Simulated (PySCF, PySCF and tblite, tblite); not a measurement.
# oxonium (H₃O+): a scan of pyramidal angle, part 2 of 2

PySCF and tblite. Atoms count from 0. Earlier steps stand in the parts before.

## (15) Couplings, coordinate held at -0: B3LYP/6-31G*+pcJ-1

Job settings and geometry (Å):

```
{"job": {"kind": "j", "xc": "B3LYP", "basis": {"default": "6-31G*", "H": "pcJ-1"}, "nuclei": ["H"], "every": 1, "pop": false}, "charge": 1, "multiplicity": 1}
O     -3.071871     0.446217     0.835553
H     -3.624835    -0.338824     0.667290
H     -2.624078     0.894858     0.094776
H     -2.966671     0.782452     1.744605
```

Log:

```text
coarse grid: 2952 points
cycle   1  E = -76.6941410493  dE =  3.853e-01  |g| = 3.629e-01  |ddm| = 1.184e+00
cycle   2  E = -76.6866196139  dE =  7.521e-03  |g| = 4.156e-01  |ddm| = 3.669e-01
cycle   3  E = -76.7158386839  dE = -2.922e-02  |g| = 3.068e-02  |ddm| = 2.094e-01
cycle   4  E = -76.7160029950  dE = -1.643e-04  |g| = 2.445e-04  |ddm| = 1.449e-02
cycle   5  E = -76.7160030110  dE = -1.596e-08  |g| = 3.996e-05  |ddm| = 2.474e-04
final grid: 27328 points
cycle   6  E = -76.7031648869  dE = -1.049e-05  |g| = 4.292e-03  |ddm| = 6.407e-03
cycle   7  E = -76.7031628135  dE =  2.073e-06  |g| = 5.574e-03  |ddm| = 4.745e-03
cycle   8  E = -76.7031680651  dE = -5.252e-06  |g| = 2.292e-05  |ddm| = 2.621e-03
cycle   9  E = -76.7031680653  dE = -1.689e-10  |g| = 3.276e-06  |ddm| = 2.485e-05
converged SCF energy = -76.7031680653

Indirect spin-spin couplings (Hz)
  i      j    bonds     total        FC       PSO       DSO        SD
  1 H    2 H    2      6.248     8.554     7.063    -9.370         -
  1 H    3 H    2      6.242     8.548     7.063    -9.370         -
  2 H    3 H    2      6.269     8.576     7.064    -9.372         -
```

It took 0.48 s on 1 thread of AMD EPYC 7B13, shared host; peak memory 0.25 GiB.

Key values: HOMO -19.63 eV, LUMO -7.42 eV.

## (16) Couplings, coordinate held at -38.9: B3LYP/6-31G*+pcJ-1

Job settings and geometry (Å):

```
{"job": {"kind": "j", "xc": "B3LYP", "basis": {"default": "6-31G*", "H": "pcJ-1"}, "nuclei": ["H"], "every": 1, "pop": false}, "charge": 1, "multiplicity": 1}
O     -3.296776     0.611932     0.809457
H     -3.517486    -0.344760     0.697244
H     -2.589111     0.821571     0.152327
H     -2.893000     0.709442     1.706124
```

Log:

```text
coarse grid: 2952 points
cycle   1  E = -76.6916070678  dE =  3.740e-01  |g| = 3.691e-01  |ddm| = 1.186e+00
cycle   2  E = -76.6860855548  dE =  5.522e-03  |g| = 4.178e-01  |ddm| = 3.839e-01
cycle   3  E = -76.7159687062  dE = -2.988e-02  |g| = 5.102e-02  |ddm| = 2.212e-01
cycle   4  E = -76.7164240657  dE = -4.554e-04  |g| = 3.091e-03  |ddm| = 2.536e-02
cycle   5  E = -76.7164258912  dE = -1.825e-06  |g| = 1.176e-04  |ddm| = 1.670e-03
final grid: 27328 points
cycle   6  E = -76.7033501002  dE = -9.860e-06  |g| = 4.001e-03  |ddm| = 6.931e-03
cycle   7  E = -76.7033477650  dE =  2.335e-06  |g| = 5.490e-03  |ddm| = 4.641e-03
cycle   8  E = -76.7033529298  dE = -5.165e-06  |g| = 5.468e-05  |ddm| = 2.617e-03
cycle   9  E = -76.7033529303  dE = -5.466e-10  |g| = 1.401e-05  |ddm| = 3.181e-05
converged SCF energy = -76.7033529303

Indirect spin-spin couplings (Hz)
  i      j    bonds     total        FC       PSO       DSO        SD
  1 H    2 H    2    -12.063   -10.465     5.458    -7.055         -
  1 H    3 H    2    -12.062   -10.465     5.458    -7.055         -
  2 H    3 H    2    -12.060   -10.463     5.458    -7.055         -
```

It took 0.52 s on 1 thread of AMD EPYC 7B13, shared host; peak memory 0.25 GiB.

Key values: HOMO -20.63 eV, LUMO -7.65 eV.

## (17) Couplings, coordinate held at 22.5: B3LYP/6-31G*+pcJ-1

Job settings and geometry (Å):

```
{"job": {"kind": "j", "xc": "B3LYP", "basis": {"default": "6-31G*", "H": "pcJ-1"}, "nuclei": ["H"], "every": 1, "pop": false}, "charge": 1, "multiplicity": 1}
O     -2.954543     0.358820     0.856185
H     -3.653547    -0.300228     0.664654
H     -2.674595     0.917856     0.101827
H     -3.013174     0.805428     1.726198
```

Log:

```text
coarse grid: 2952 points
cycle   1  E = -76.6954247637  dE =  3.781e-01  |g| = 3.635e-01  |ddm| = 1.184e+00
cycle   2  E = -76.6889399544  dE =  6.485e-03  |g| = 4.121e-01  |ddm| = 3.694e-01
cycle   3  E = -76.7177394750  dE = -2.880e-02  |g| = 3.848e-02  |ddm| = 2.115e-01
cycle   4  E = -76.7179980237  dE = -2.585e-04  |g| = 3.392e-03  |ddm| = 1.941e-02
cycle   5  E = -76.7180001997  dE = -2.176e-06  |g| = 1.199e-04  |ddm| = 1.921e-03
final grid: 27328 points
cycle   6  E = -76.7048682529  dE = -1.011e-05  |g| = 4.261e-03  |ddm| = 6.348e-03
cycle   7  E = -76.7048660299  dE =  2.223e-06  |g| = 5.633e-03  |ddm| = 4.787e-03
cycle   8  E = -76.7048714164  dE = -5.387e-06  |g| = 3.745e-05  |ddm| = 2.660e-03
cycle   9  E = -76.7048714168  dE = -3.217e-10  |g| = 9.221e-06  |ddm| = 2.913e-05
converged SCF energy = -76.7048714168

Indirect spin-spin couplings (Hz)
  i      j    bonds     total        FC       PSO       DSO        SD
  1 H    2 H    2     -0.848     1.252     6.562    -8.663         -
  1 H    3 H    2     -0.821     1.282     6.565    -8.668         -
  2 H    3 H    2     -0.602     1.514     6.580    -8.696         -
```

It took 0.54 s on 1 thread of AMD EPYC 7B13, shared host; peak memory 0.25 GiB.

In short: HOMO -19.91 eV, LUMO -7.48 eV.

## (18) Couplings, coordinate held at -22.5: B3LYP/6-31G*+pcJ-1

Job settings and geometry (Å):

```
{"job": {"kind": "j", "xc": "B3LYP", "basis": {"default": "6-31G*", "H": "pcJ-1"}, "nuclei": ["H"], "every": 1, "pop": false}, "charge": 1, "multiplicity": 1}
O     -3.190850     0.538268     0.818699
H     -3.578308    -0.350901     0.678985
H     -2.594733     0.863030     0.112041
H     -2.924295     0.751607     1.737144
```

Log:

```text
coarse grid: 2952 points
cycle   1  E = -76.6952783641  dE =  3.778e-01  |g| = 3.635e-01  |ddm| = 1.184e+00
cycle   2  E = -76.6887761608  dE =  6.502e-03  |g| = 4.123e-01  |ddm| = 3.695e-01
cycle   3  E = -76.7175976865  dE = -2.882e-02  |g| = 3.849e-02  |ddm| = 2.116e-01
cycle   4  E = -76.7178563991  dE = -2.587e-04  |g| = 3.392e-03  |ddm| = 1.941e-02
cycle   5  E = -76.7178585758  dE = -2.177e-06  |g| = 1.200e-04  |ddm| = 1.922e-03
final grid: 27328 points
cycle   6  E = -76.7048668563  dE = -9.984e-06  |g| = 4.298e-03  |ddm| = 6.399e-03
cycle   7  E = -76.7048645843  dE =  2.272e-06  |g| = 5.687e-03  |ddm| = 4.829e-03
cycle   8  E = -76.7048700746  dE = -5.490e-06  |g| = 3.796e-05  |ddm| = 2.685e-03
cycle   9  E = -76.7048700749  dE = -3.137e-10  |g| = 9.100e-06  |ddm| = 2.773e-05
converged SCF energy = -76.7048700749

Indirect spin-spin couplings (Hz)
  i      j    bonds     total        FC       PSO       DSO        SD
  1 H    2 H    2     -0.753     1.352     6.564    -8.668         -
  1 H    3 H    2     -0.731     1.375     6.566    -8.672         -
  2 H    3 H    2     -0.763     1.342     6.564    -8.668         -
```

Run time: 0.57 s. Hardware: 1 thread of AMD EPYC 7B13, shared host; peak memory 0.25 GiB.

This run: HOMO -19.91 eV, LUMO -7.48 eV.

## (19) Couplings, coordinate held at 31.2: B3LYP/6-31G*+pcJ-1

Job settings and geometry (Å):

```
{"job": {"kind": "j", "xc": "B3LYP", "basis": {"default": "6-31G*", "H": "pcJ-1"}, "nuclei": ["H"], "every": 1, "pop": false}, "charge": 1, "multiplicity": 1}
O     -2.903618     0.320070     0.869438
H     -3.660376    -0.276017     0.670833
H     -2.696980     0.916710     0.115304
H     -3.036940     0.818550     1.706777
```

Log:

```text
coarse grid: 2952 points
cycle   1  E = -76.6950109217  dE =  3.746e-01  |g| = 3.651e-01  |ddm| = 1.185e+00
cycle   2  E = -76.6892003068  dE =  5.811e-03  |g| = 4.121e-01  |ddm| = 3.741e-01
cycle   3  E = -76.7180936980  dE = -2.889e-02  |g| = 4.460e-02  |ddm| = 2.148e-01
cycle   4  E = -76.7184418313  dE = -3.481e-04  |g| = 3.382e-03  |ddm| = 2.246e-02
cycle   5  E = -76.7184439932  dE = -2.162e-06  |g| = 1.165e-04  |ddm| = 1.852e-03
final grid: 27328 points
cycle   6  E = -76.7052007279  dE = -9.847e-06  |g| = 4.134e-03  |ddm| = 6.301e-03
cycle   7  E = -76.7051984723  dE =  2.256e-06  |g| = 5.554e-03  |ddm| = 4.707e-03
cycle   8  E = -76.7052037307  dE = -5.258e-06  |g| = 5.208e-05  |ddm| = 2.635e-03
cycle   9  E = -76.7052037312  dE = -5.256e-10  |g| = 1.335e-05  |ddm| = 3.218e-05
converged SCF energy = -76.7052037312

Indirect spin-spin couplings (Hz)
  i      j    bonds     total        FC       PSO       DSO        SD
  1 H    2 H    2     -6.486    -4.592     6.086    -7.979         -
  1 H    3 H    2     -6.467    -4.572     6.087    -7.982         -
  2 H    3 H    2     -6.526    -4.635     6.082    -7.973         -
```

Run time: 0.51 s. Hardware: 1 thread of AMD EPYC 7B13, shared host; peak memory 0.25 GiB.

Key values: HOMO -20.22 eV, LUMO -7.55 eV.

## (20) Couplings, coordinate held at 11.5: B3LYP/6-31G*+pcJ-1

Job settings and geometry (Å):

```
{"job": {"kind": "j", "xc": "B3LYP", "basis": {"default": "6-31G*", "H": "pcJ-1"}, "nuclei": ["H"], "every": 1, "pop": false}, "charge": 1, "multiplicity": 1}
O     -3.013809     0.404083     0.843012
H     -3.639321    -0.322695     0.659318
H     -2.646905     0.911368     0.094035
H     -2.991624     0.797142     1.736513
```

Log:

```text
coarse grid: 2952 points
cycle   1  E = -76.6946419496  dE =  3.830e-01  |g| = 3.629e-01  |ddm| = 1.184e+00
cycle   2  E = -76.6874182427  dE =  7.224e-03  |g| = 4.144e-01  |ddm| = 3.673e-01
cycle   3  E = -76.7164805941  dE = -2.906e-02  |g| = 3.288e-02  |ddm| = 2.098e-01
cycle   4  E = -76.7166689554  dE = -1.884e-04  |g| = 2.383e-03  |ddm| = 1.607e-02
cycle   5  E = -76.7166700365  dE = -1.081e-06  |g| = 1.462e-04  |ddm| = 1.430e-03
final grid: 27328 points
cycle   6  E = -76.7037152516  dE = -1.047e-05  |g| = 4.241e-03  |ddm| = 6.380e-03
cycle   7  E = -76.7037131840  dE =  2.068e-06  |g| = 5.532e-03  |ddm| = 4.711e-03
cycle   8  E = -76.7037183638  dE = -5.180e-06  |g| = 2.763e-05  |ddm| = 2.605e-03
cycle   9  E = -76.7037183640  dE = -2.111e-10  |g| = 6.143e-06  |ddm| = 2.636e-05
converged SCF energy = -76.7037183640

Indirect spin-spin couplings (Hz)
  i      j    bonds     total        FC       PSO       DSO        SD
  1 H    2 H    2      4.248     6.499     6.929    -9.180         -
  1 H    3 H    2      4.490     6.753     6.942    -9.206         -
  2 H    3 H    2      4.333     6.588     6.934    -9.189         -
```

It took 0.54 s on 1 thread of AMD EPYC 7B13, shared host; peak memory 0.25 GiB.

Key values: HOMO -19.70 eV, LUMO -7.43 eV.

## (21) Couplings, coordinate held at -11.5: B3LYP/6-31G*+pcJ-1

Job settings and geometry (Å):

```
{"job": {"kind": "j", "xc": "B3LYP", "basis": {"default": "6-31G*", "H": "pcJ-1"}, "nuclei": ["H"], "every": 1, "pop": false}, "charge": 1, "multiplicity": 1}
O     -3.130457     0.491304     0.825625
H     -3.599208    -0.351490     0.672249
H     -2.607259     0.880763     0.098867
H     -2.947992     0.771252     1.743152
```

Log:

```text
coarse grid: 2952 points
cycle   1  E = -76.6945441423  dE =  3.826e-01  |g| = 3.630e-01  |ddm| = 1.184e+00
cycle   2  E = -76.6872959078  dE =  7.248e-03  |g| = 4.146e-01  |ddm| = 3.674e-01
cycle   3  E = -76.7163937899  dE = -2.910e-02  |g| = 3.288e-02  |ddm| = 2.099e-01
cycle   4  E = -76.7165822457  dE = -1.885e-04  |g| = 2.385e-03  |ddm| = 1.608e-02
cycle   5  E = -76.7165833282  dE = -1.082e-06  |g| = 1.463e-04  |ddm| = 1.431e-03
final grid: 27328 points
cycle   6  E = -76.7037132210  dE = -1.030e-05  |g| = 4.316e-03  |ddm| = 6.382e-03
cycle   7  E = -76.7037110701  dE =  2.151e-06  |g| = 5.635e-03  |ddm| = 4.794e-03
cycle   8  E = -76.7037164444  dE = -5.374e-06  |g| = 2.701e-05  |ddm| = 2.652e-03
cycle   9  E = -76.7037164446  dE = -2.037e-10  |g| = 4.882e-06  |ddm| = 2.588e-05
converged SCF energy = -76.7037164446

Indirect spin-spin couplings (Hz)
  i      j    bonds     total        FC       PSO       DSO        SD
  1 H    2 H    2      4.355     6.610     6.929    -9.183         -
  1 H    3 H    2      4.371     6.627     6.930    -9.186         -
  2 H    3 H    2      4.381     6.637     6.931    -9.187         -
```

Run time: 0.48 s. Hardware: 1 thread of AMD EPYC 7B13, shared host; peak memory 0.25 GiB.

In short: HOMO -19.70 eV, LUMO -7.44 eV.

## (22) Couplings, coordinate held at -31.1: B3LYP/6-31G*+pcJ-1

Job settings and geometry (Å):

```
{"job": {"kind": "j", "xc": "B3LYP", "basis": {"default": "6-31G*", "H": "pcJ-1"}, "nuclei": ["H"], "every": 1, "pop": false}, "charge": 1, "multiplicity": 1}
O     -3.245388     0.574386     0.816714
H     -3.548777    -0.352837     0.690601
H     -2.594764     0.845812     0.130627
H     -2.907443     0.730825     1.727210
```

Log:

```text
coarse grid: 2952 points
cycle   1  E = -76.6948607117  dE =  3.743e-01  |g| = 3.651e-01  |ddm| = 1.185e+00
cycle   2  E = -76.6890437339  dE =  5.817e-03  |g| = 4.121e-01  |ddm| = 3.741e-01
cycle   3  E = -76.7179416125  dE = -2.890e-02  |g| = 4.460e-02  |ddm| = 2.148e-01
cycle   4  E = -76.7182898175  dE = -3.482e-04  |g| = 3.383e-03  |ddm| = 2.246e-02
cycle   5  E = -76.7182919799  dE = -2.162e-06  |g| = 1.165e-04  |ddm| = 1.853e-03
final grid: 27328 points
cycle   6  E = -76.7051998264  dE = -9.884e-06  |g| = 4.134e-03  |ddm| = 6.456e-03
cycle   7  E = -76.7051975614  dE =  2.265e-06  |g| = 5.557e-03  |ddm| = 4.709e-03
cycle   8  E = -76.7052028260  dE = -5.265e-06  |g| = 4.886e-05  |ddm| = 2.636e-03
cycle   9  E = -76.7052028264  dE = -4.593e-10  |g| = 1.252e-05  |ddm| = 3.031e-05
converged SCF energy = -76.7052028264

Indirect spin-spin couplings (Hz)
  i      j    bonds     total        FC       PSO       DSO        SD
  1 H    2 H    2     -6.465    -4.572     6.084    -7.977         -
  1 H    3 H    2     -6.474    -4.581     6.083    -7.976         -
  2 H    3 H    2     -6.478    -4.586     6.083    -7.975         -
```

Run time: 0.49 s. Hardware: 1 thread of AMD EPYC 7B13, shared host; peak memory 0.25 GiB.

Key values: HOMO -20.22 eV, LUMO -7.55 eV.

## (23) The scan in numbers

Job settings and geometry (Å):

```
{"job": {"smiles": "[OH3+]", "charge": 1, "mult": 1, "motion": "pyramidal angle", "what": "onium", "atoms": [0], "drives": [{"terms": [["t", [3, 1, 2, 0], 0.3333333333333333], ["t", [1, 2, 3, 0], 0.3333333333333333], ["t", [2, 3, 1, 0], 0.3333333333333333]], "values": [-1.3, -1, -0.7, -0.35, 0, 0.35, 0.7, 1, 1.3], "scaled": true}], "study": "scan", "seed": 28, "jobs": [{"kind": "nmr", "xc": "PBE0", "basis": "pcSseg-1", "solvent": "dimethylsulfoxide", "every": 1}, {"kind": "j", "xc": "B3LYP", "basis": {"default": "6-31G*", "H": "pcJ-1"}, "nuclei": ["H"], "every": 1}], "xc": "PBE0", "basis": "pcSseg-1", "kind": "scan"}, "charge": 1, "multiplicity": 1}
O     -3.250809     0.572106     0.815483
H     -3.554333    -0.355321     0.691688
H     -2.601603     0.842155     0.127600
H     -2.911090     0.730203     1.724970
```

Log:

```text
coordinate    xTB      DFT (kcal/mol)
    38.90    0.939    0.031
    31.20    0.000    0.416
    22.50    0.614    1.779
    11.50    1.925    3.345
    -0.00    2.550    3.989
   -11.50    1.924    3.359
   -22.50    0.613    1.782
   -31.10    0.000    0.402
   -38.90    0.943    0.000
```

Wall time 13 s (1 thread of AMD EPYC 7B13, shared host); peak memory 0.25 GiB. This counts the whole study up to here.

Shieldings (ppm) of atoms that vary much, hydrogens weighed ten times:

```tsv
coordinate (°)	DFT energy (kcal/mol)	O0	H2	H3	H1
38.9	0.03	302.2	23.68	23.67	23.67
31.2	0.42	301.6	23.57	23.57	23.57
22.5	1.78	303.5	23.50	23.50	23.52
11.5	3.35	306.3	23.49	23.47	23.48
0.0	3.99	307.5	23.48	23.48	23.49
-11.5	3.36	306.2	23.47	23.47	23.48
-22.5	1.78	303.4	23.50	23.50	23.50
-31.1	0.40	301.6	23.56	23.56	23.56
-38.9	0.00	302.2	23.68	23.68	23.68
```

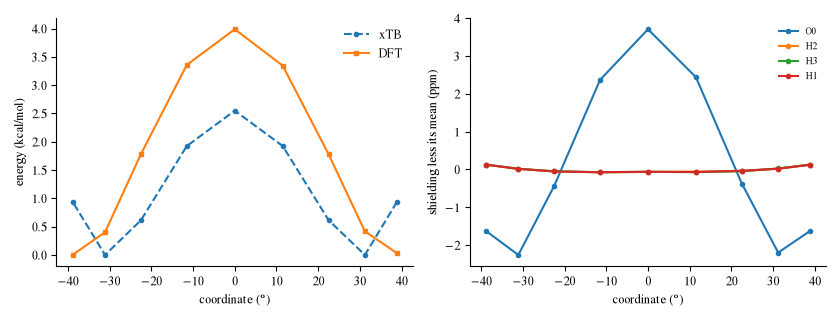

Energy and shieldings along the coordinate.

Couplings (Hz) that vary most:

```tsv
coordinate (°)	H1–H2	H2–H3	H1–H3
38.9	-12.1	-12.1	-12.0
31.2	-6.5	-6.5	-6.5
22.5	-0.8	-0.6	-0.8
11.5	4.2	4.3	4.5
0.0	6.2	6.3	6.2
-11.5	4.4	4.4	4.4
-22.5	-0.8	-0.8	-0.7
-31.1	-6.5	-6.5	-6.5
-38.9	-12.1	-12.1	-12.1
```

## (24) What came out

The summary covers parts 1 to 2.

| quantity | value |
| --- | --- |
| energy range along the scan | DFT 3.99, xTB 2.55 kcal/mol |
| range of σ(O0) | 301.6 to 307.5 ppm |

In words: The coupling H1–H2 swings from -12.1 to 6.2 Hz along the coordinate. The DFT energy changes by 3.99 kcal/mol over the points computed, against kT of 0.59 kcal/mol at 298 K.
